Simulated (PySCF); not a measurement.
# C3H10Si (SiH2MeEt): what the fields show

```xyz
14

Si    0.4591    0.7096    0.3373
H     0.5140    0.6994    1.8363
H     1.8751    0.7232   -0.1557
C    -0.4377    2.2529   -0.2565
H    -1.4758    2.2688    0.1109
H    -0.4648    2.2920   -1.3567
H     0.0632    3.1647    0.1027
C    -0.3973   -0.8619   -0.2642
C     0.2993   -2.1548    0.1502
H    -0.4810   -0.8014   -1.3636
H    -1.4344   -0.8431    0.1155
H    -0.2317   -3.0457   -0.2211
H     1.3292   -2.2016   -0.2381
H     0.3633   -2.2459    1.2463
```

Geometry: PBE0-D3(BJ)/def2-SVP.

Level of theory: PySCF, PBE0/pcSseg-1, SCF density, gas phase, non-relativistic.

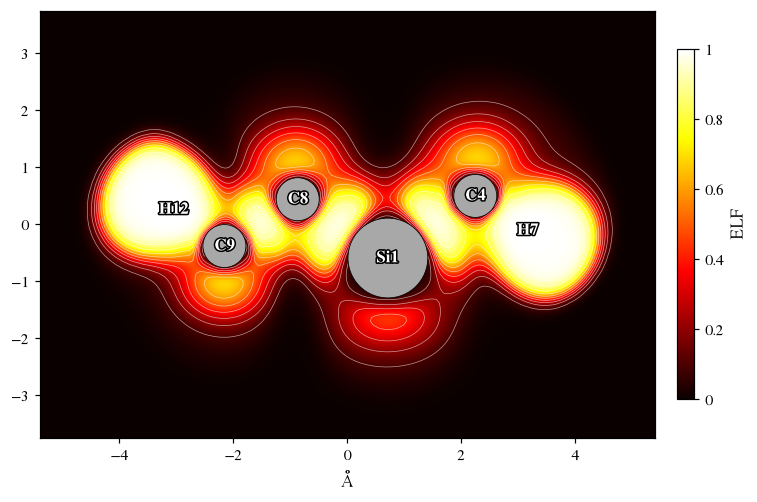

Figure 1. Electron localisation function on the plane of atoms C8, C9 and H12. Grey discs cover the atomic cores.

Describe what can be read from this map.

Answer. Atoms in the plane: Si, C and H. C–C (1.53 Å): the ELF peaks at about 0.95 between the atoms, as expected for a covalent bond. C–Si (1.88 Å): the ELF peaks at about 0.95 between the atoms, as expected for a shared electron pair. C–H (1.10 Å): the ELF climbs to about 1 towards the hydrogen, as it does in any bond to H (a covalent bond by its length).

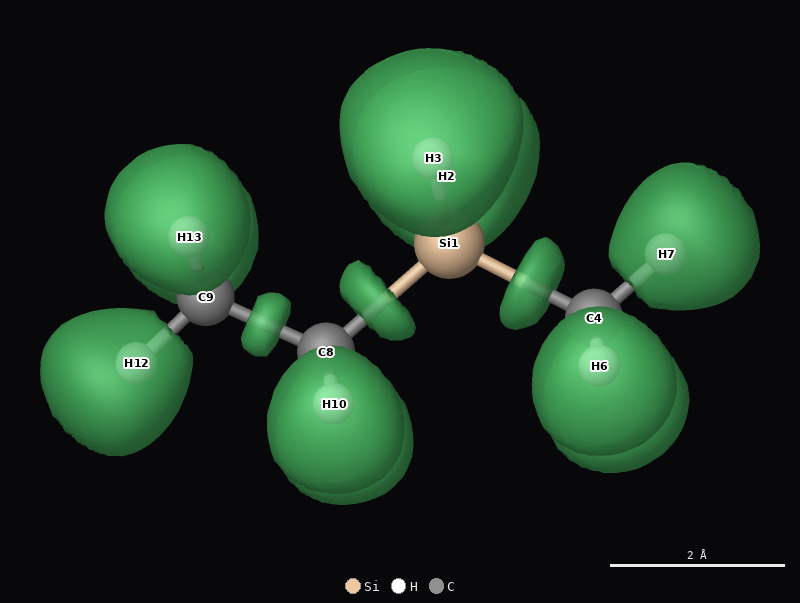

Figure 2. Isosurface of the electron localisation function at 0.85 (green), seen across its widest extent. Core shells and regions of very low density are left out.

Describe the localisation domains.

Answer. The ELF exceeds this value in one region between bonded C–C atoms (shared pairs), two regions between bonded C–Si atoms (shared pairs) and ten regions around hydrogen nuclei.

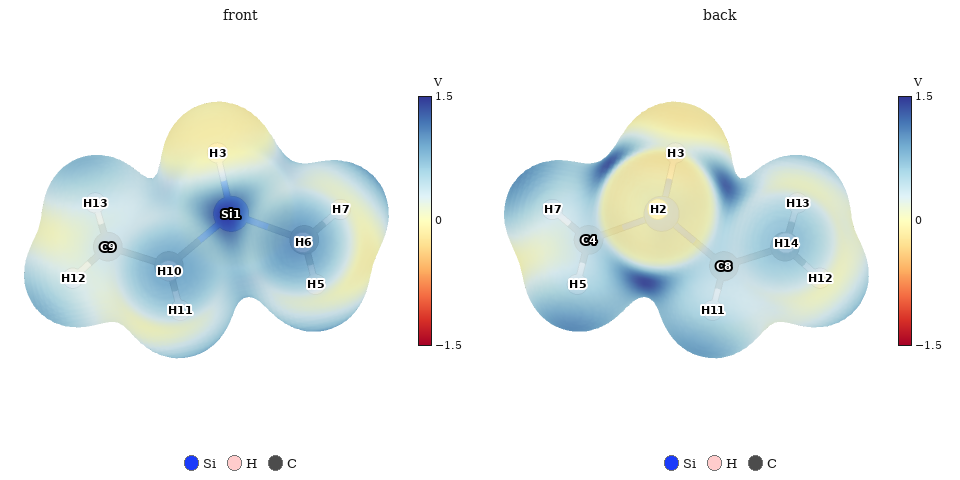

Figure 3. The electrostatic potential painted on the density surface at 0.004 e/bohr³, seen from the front and from behind; red is negative and blue positive.

Where is the surface potential most negative and most positive?

Answer. The most negative region (about −0.2 V) lies over H2 and H3, the most positive (about +1.4 V, or +32 kcal/mol for a unit charge) over Si1.
